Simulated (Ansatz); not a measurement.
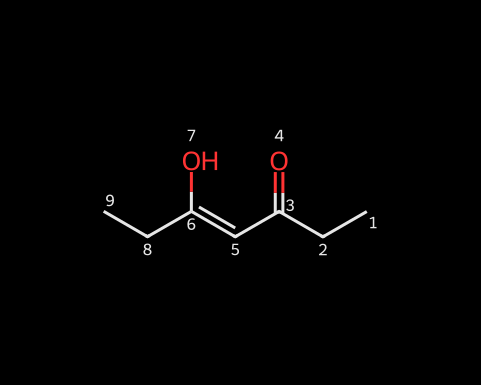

Skeletal drawing with numbered atoms; wedges and dashes mark any stereocentres. The configuration is that of a computed structure (PBE-D4/def2-SVP).

> Give the R/S and E/Z labels.

C5=C6: Z.

> Give a SMILES with the stereochemistry.

CCC(=O)/C=C(\O)CC
